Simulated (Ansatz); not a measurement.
# UPBE/STO-3G run of SiNH3 (SMILES [N][SiH3])

What is the electronic atomisation energy of SiNH3 at UPBE/STO-3G? 

The results are computed with Ansatz 0.2.0.

51 further runs of the same task are left out: 5 that didn't finish, 46 set aside as unsound or not needed.

## (1) The molecule

SiNH3 has 5 atoms, charge 0, and is taken as a triplet. As SMILES, `[N][SiH3]`. The shape is that of a GFN2-xTB optimisation.

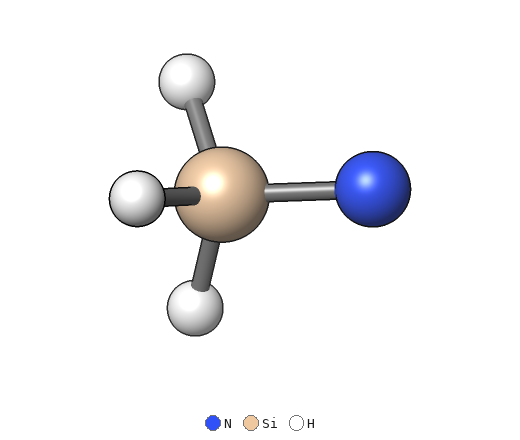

The structure, seen from a chosen angle (nitrogen blue, silicon light orange, hydrogen white).

## (2) A single-point energy at UPBE/STO-3G

Contents of input.yaml:

```yaml
crystal:
  periodic: [false, false, false]
  atoms:
    - {symbol: "N", position_ang: [-1.536630, 0.334330, 0.479510]}
    - {symbol: Si, position_ang: [0.010240, -0.002340, -0.003820]}
    - {symbol: H, position_ang: [0.064950, -0.313200, -1.445390]}
    - {symbol: H, position_ang: [0.555100, -1.162980, 0.727210]}
    - {symbol: H, position_ang: [0.906340, 1.144190, 0.242490]}
basis:
  gaussian:
    orbitals: STO-3G
hamiltonian:
  xc: pbe
accuracy: high
magnetization:
  spin_polarized: true
  initial_magnetization: 2
```

Run with:

```console
$ ansatz run input.yaml --threads 1 --pin off --max-ram 2610MiB --events-out events.jsonl --progress --plain --runs-dir runs
```

The log of the run:

```text
Warning: RAYON_NUM_THREADS=1 ignored (pool sized by the plan → 1); use --threads N
Functional definition: PBE
  name "PBE"
  parameter kappa = 0.804
  parameter beta = 0.06672455060314922
  exchange = pbe_x(kappa = kappa, mu = beta*pi^2/3)
  correlation = pbe_c(beta = beta)
291 factors; integrals over basis functions are off by at most 1.1e-8 eV
mean field evaluation 1: about -9293.8321 eV, gradient 1.5e1 eV
mean field evaluation 2: about -9293.5723 eV, gradient 1.6e1 eV
mean field evaluation 4: about -9295.4656 eV, gradient 7.4e-1 eV
mean field evaluation 8: about -9295.4269 eV, gradient 1.2e-3 eV
mean field evaluation 16: about -9295.4269 eV, gradient 2.9e-8 eV
mean field -9295.42688214 eV, -341.6006372522 hartree, gradient 2.9e-8 eV, S^2 2.003822; 0 other end points of the search recorded, 0 dependent functions left out
reference -9295.42688377 eV, -341.6006373117 hartree; 13, 11 occupied and 4, 6 virtual orbitals, 291 factors
Total energy: -9295.42688377 eV, -341.6006373117 hartree
```

Run time: 1.4 s. Hardware: 1 thread of Arm Neoverse V1, shared host; peak memory 0.12 GiB.

## (3) The H atom

Contents of input.yaml:

```yaml
basis:
  gaussian:
    orbitals: STO-3G
crystal:
  periodic: [false, false, false]
  atoms:
    - symbol: H
      position_ang: [0.000000, 0.000000, 0.000000]
magnetization:
  spin_polarized: true
  initial_magnetization: 1
hamiltonian:
  xc: pbe
accuracy: high
```

Run the same way, it converges to -0.46438 Eh (log not shown).

## (4) The N atom

Contents of run.yaml:

```yaml
crystal:
  periodic: [false, false, false]
  atoms:
    - {symbol: N, position_ang: [0.000000, 0.000000, 0.000000]}
basis:
  gaussian:
    orbitals: STO-3G
magnetization:
  spin_polarized: true
  initial_magnetization: 3
hamiltonian:
  xc: {name: PBE}
accuracy: high
```

Run with:

```console
$ ansatz run run.yaml --threads 1 --pin off --max-ram 2610MiB --events-out events.jsonl --progress --plain --runs-dir runs
```

The log of the run, shortened:

```text
Warning: RAYON_NUM_THREADS=1 ignored (pool sized by the plan → 1); use --threads N
[... 6 set-up lines as earlier in the session ...]
15 factors; integrals over basis functions are off by at most 1.1e-9 eV
mean field evaluation 1: about -1464.3723 eV, gradient 5.8e-10 eV
mean field evaluation 2: about -1464.3726 eV, gradient 2.1e-9 eV
mean field -1464.37256364 eV, -53.8146991264 hartree, gradient 0.0e0 eV, S^2 3.750000; 0 other end points of the search recorded, 0 dependent functions left out
reference -1464.37256451 eV, -53.8146991582 hartree; 5, 2 occupied and 0, 3 virtual orbitals, 15 factors
Total energy: -1464.37256451 eV, -53.8146991582 hartree
```

Wall time 0.16 s (1 thread of Arm Neoverse V1, shared host).

## (5) The Si atom

Contents of run.yaml:

```yaml
basis:
  gaussian:
    orbitals: STO-3G
crystal:
  periodic: [false, false, false]
  atoms:
    - {symbol: Si, position_ang: [0.000000, 0.000000, 0.000000]}
magnetization:
  spin_polarized: true
  initial_magnetization: 2
hamiltonian:
  xc: pbe
accuracy: high
```

Run the same way, it converges to -285.77131 Eh (log not shown).

## (6) What came out

At UPBE/STO-3G:

```
                     quantity          value
       molecule: total energy  -341.60064 Eh
               molecule: ⟨S²⟩          2.004
         H atom: total energy    -0.46438 Eh
                 H atom: ⟨S²⟩          0.750
         N atom: total energy   -53.81470 Eh
                 N atom: ⟨S²⟩          3.750
        Si atom: total energy  -285.77131 Eh
                Si atom: ⟨S²⟩          2.000
electronic atomisation energy      16.912 eV
```

Taking the molecule apart into free atoms costs 16.91 eV (1632 kJ/mol), before zero-point energy and without spin-orbit coupling. In a minimal basis such a difference can be off by several eV, whatever the method.
